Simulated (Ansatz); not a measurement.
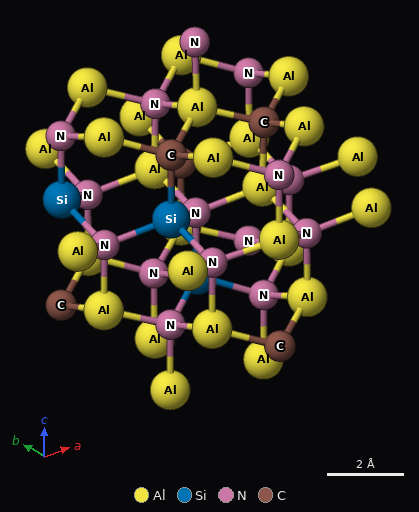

This is the input geometry for a relaxation of a crystal of Al39Si9N39C9 (a generated structure, set up in P1). The picture is a ball-and-stick view of the atoms within 5.0 Å of the atom that moves most (axes of the cell of the calculation (origin shifted)), seen from a free direction.

The calculation used DFT, PBEsol, PAW, plane waves (Ansatz 0.2.0).

Set-up: plane-wave cutoff 420 eV; k-point mesh 1 × 1 × 1; mesh shifted by (0.25, 0.25, 0.25); no spin polarisation; cell relaxed at fixed alpha, beta, gamma; force threshold 0.03 eV/Å; at most 80 steps.

```
CELL_PARAMETERS angstrom
9.31990 0.00000 0.00000
0.00000 10.76170 0.00000
0.00000 0.00000 9.99139
ATOMIC_POSITIONS crystal
Al 0.16387 0.08194 0.24874
Al 0.16754 0.08279 0.74877
Al 0.00227 0.33105 0.74730
Al 0.50027 0.08543 0.24859
Al 0.16457 0.58236 0.24629
Al 0.16782 0.58466 0.74680
Al 0.00494 0.83150 0.24690
Al 0.99451 0.83381 0.75008
Al 0.83148 0.08327 0.24687
Al 0.83058 0.08703 0.75306
Al 0.66673 0.33364 0.24985
Al 0.66509 0.33297 0.74824
Al 0.49927 0.58382 0.74919
Al 0.33777 0.83488 0.25156
Al 0.33722 0.83230 0.74944
Al 0.83461 0.58074 0.24783
Al 0.83451 0.58270 0.75172
Al 0.66442 0.83439 0.24743
Al 0.66548 0.83482 0.74824
Al 0.99813 0.16796 0.49726
Al 0.99778 0.16858 0.99602
Al 0.33335 0.16459 0.49626
Al 0.33724 0.16798 0.00068
Al 0.16768 0.41759 0.49868
Al 0.16667 0.41680 0.99626
Al 0.00329 0.66595 0.49833
Al 0.99898 0.67061 0.00064
Al 0.67021 0.16784 0.99729
Al 0.50289 0.41624 0.50350
Al 0.49880 0.41596 0.99913
Al 0.33148 0.66789 0.50236
Al 0.16537 0.91809 0.49438
Al 0.16463 0.91368 0.00115
Al 0.83676 0.41799 0.49937
Al 0.83753 0.41931 0.99829
Al 0.49932 0.91673 0.49865
Al 0.50245 0.91643 0.99991
Al 0.83807 0.91508 0.49860
Al 0.83052 0.91948 0.99928
Si 0.00347 0.33417 0.25099
Si 0.50385 0.08603 0.74864
Si 0.33705 0.32894 0.25272
Si 0.33318 0.33237 0.75114
Si 0.49932 0.58045 0.25111
Si 0.66794 0.16703 0.50275
Si 0.33324 0.66630 0.99820
Si 0.66815 0.66562 0.49668
Si 0.66562 0.66534 0.99719
N 0.00199 0.16829 0.18557
N 0.99948 0.16843 0.69156
N 0.33538 0.16592 0.19204
N 0.33659 0.16475 0.68704
N 0.16451 0.41725 0.18487
N 0.16753 0.41869 0.68962
N 0.00005 0.66697 0.19042
N 0.00130 0.66800 0.69168
N 0.66452 0.17113 0.18836
N 0.66522 0.16830 0.68896
N 0.50259 0.41635 0.18794
N 0.49686 0.41195 0.68686
N 0.33173 0.66292 0.18682
N 0.33103 0.66750 0.69052
N 0.16573 0.91594 0.68859
N 0.66419 0.66915 0.19094
N 0.66574 0.66863 0.68915
N 0.50133 0.91928 0.19201
N 0.49898 0.91430 0.69429
N 0.83644 0.91580 0.18637
N 0.83582 0.91470 0.68653
N 0.16878 0.08285 0.44036
N 0.16833 0.08418 0.94229
N 0.00348 0.33481 0.44315
N 0.00043 0.33206 0.93768
N 0.50016 0.08412 0.44106
N 0.33108 0.33393 0.93807
N 0.16773 0.58236 0.44204
N 0.16725 0.58550 0.93992
N 0.99766 0.83336 0.43943
N 0.00178 0.83392 0.93700
N 0.83114 0.08149 0.43712
N 0.66481 0.33558 0.44132
N 0.66914 0.33375 0.93861
N 0.50061 0.58126 0.43743
N 0.33220 0.83742 0.43762
N 0.33383 0.83517 0.93935
N 0.83374 0.58237 0.94011
N 0.66624 0.83536 0.93775
C 0.16728 0.91340 0.19035
C 0.83281 0.41847 0.19104
C 0.83231 0.41517 0.68572
C 0.50026 0.08138 0.94008
C 0.33120 0.33248 0.44157
C 0.83555 0.08529 0.94113
C 0.50284 0.58268 0.94245
C 0.83343 0.58217 0.43855
C 0.66661 0.83249 0.43638
```

### Predict the outcome.

Over 4 accepted moves (5 points after the start) the energy falls by 76.0 meV per atom. Largest force component: 3.5 eV/Å at the start, 0.014 eV/Å at the end. The pressure goes from 1.48 to 0.02 GPa. At 1 point the geometry stayed and the basis and grid were re-selected for the new cell (energy shift of 0.2 meV per atom at most each time). The largest move relative to the cell is that of N58, 0.19 Å along [−1 −1 −1]. By element the largest moves are N 0.19 Å, C 0.12 Å, Al 0.10 Å, Si 0.09 Å. The volume changes by +0.5 %, with a 9.320 → 9.347 Å (+0.3 %), b 10.762 → 10.777 Å (+0.1 %), c 9.991 → 10.000 Å (+0.1 %). Among the contacts that change: Al10–N58 1.884 → 2.038 Å, Si45–N81 1.915 → 1.764 Å, Si41–N67 1.927 → 1.786 Å, Si41–C91 1.914 → 1.782 Å. Among the angles between lasting bonds that change: Al10–N58–Al12 109.4° → 100.4°, Si41–N58–Si45 109.3° → 118.1°, Al20–N80–Si45 108.0° → 115.6°. The space group stays P1 (No. 1). Cost: 83 s on 7 threads of Arm Neoverse-V2, peak memory 2 GiB.

After the run, drawn alike:

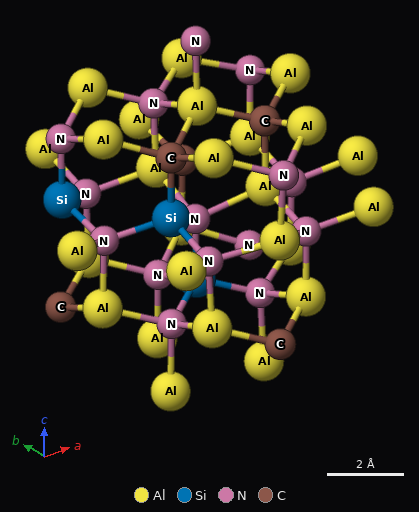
